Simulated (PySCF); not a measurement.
```xyz
2

Au    0.0000    0.0000   -0.1069
C     0.0000    0.0000    1.7551
```

Core potentials replace the inner electrons of Au.

The calculation used PBE0/def2-TZVPP, non-relativistic Hamiltonian with scalar-relativistic core potentials where named, at a bond length of 1.862 Å (PySCF 2.14.0).

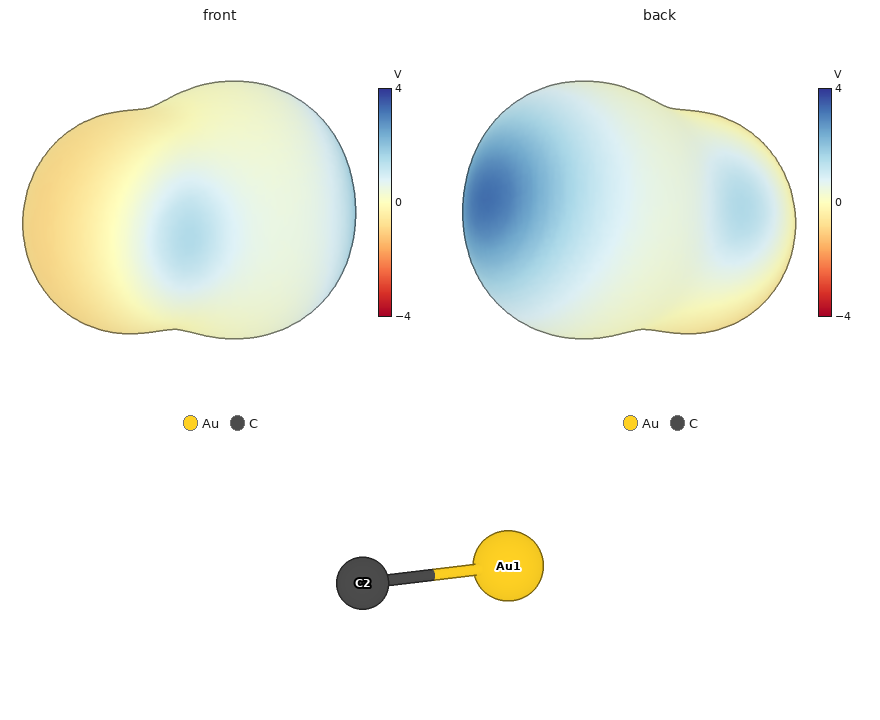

AuC (doublet). The electrostatic potential painted on the density surface at 0.004 e/bohr³, seen from the front and from behind; the colour scale runs from red (negative) to blue (positive). The bare structure is drawn below in the same view.

Q: Which sites attract a positive test charge, and which a negative one?

A: A positive charge is drawn to the negative regions and a negative charge to the positive ones. The most negative region (about −0.9 V) lies over C2, the most positive (about +3.2 V) over Au1.
